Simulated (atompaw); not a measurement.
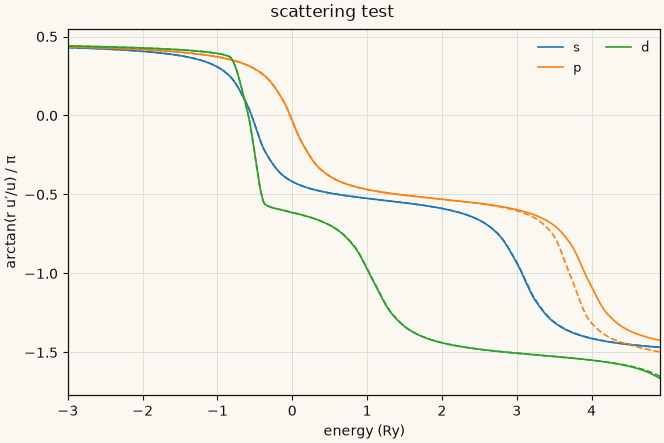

Unwrapped phase arctan(r u′/u) in units of π against energy, all-electron (solid) and pseudo (dashed); the pseudo phase is matched to the all-electron one at the reference energy. Here u = r R(r).

Iron, PAW, made with atompaw 4.2.0.5 (PBE, scalar-relativistic). Core [Ar], reference 3d6 4s2 4p0. Waves: 4s (bound): rc 1.85 bohr; 4s channel at 0.7 Ry: rc 1.85 bohr; 4p (bound, empty): rc 3.00 bohr; 4p channel at 1.05 Ry: rc 3.00 bohr; 3d (bound): rc 1.45 bohr; 3d channel at 3 Ry: rc 1.45 bohr. Local part: vpsmatchnc scheme with l = 3 at 0 Ry, radius 2.75 bohr. Core correction: smooth core density matched at 1.60 bohr. Augmentation charge: sinc compensation charge, radius 2.65 bohr; PAW radius 3.00 bohr; waves and projectors: custom polynom gramschmidtortho.

Q: How far from the reference energy is each channel transferable, at a tolerance of 0.05 rad?

A: s: over the whole range drawn; p: up to about 3.2 Ry; d: over the whole range drawn.

Q: Counted from its reference energy, which channel leaves the all-electron phase first?

A: The p channel: its phase error passes 0.05 rad 3.3 Ry above its reference energy, while s stays within 0.05 rad to the top of the range.

Q: Where are the poles, the energies at which the radial function vanishes at the test radius? (There the phase passes a half-integer multiple of π.)

A: s: all-electron at 0.6 Ry, pseudo at 0.6 Ry; p: all-electron at 1.4 Ry, pseudo at 1.4 Ry; d: all-electron at -0.5 and 2.9 Ry, pseudo at -0.5 and 2.9 Ry.

Q: Does the potential have spurious states?

A: The plot shows none: the two phases stay within 0.79 rad of each other in all channels drawn. The separate test gives: ghost state below the valence levels: s at -104.9 eV. The bound ghosts lie below the range of the plot.
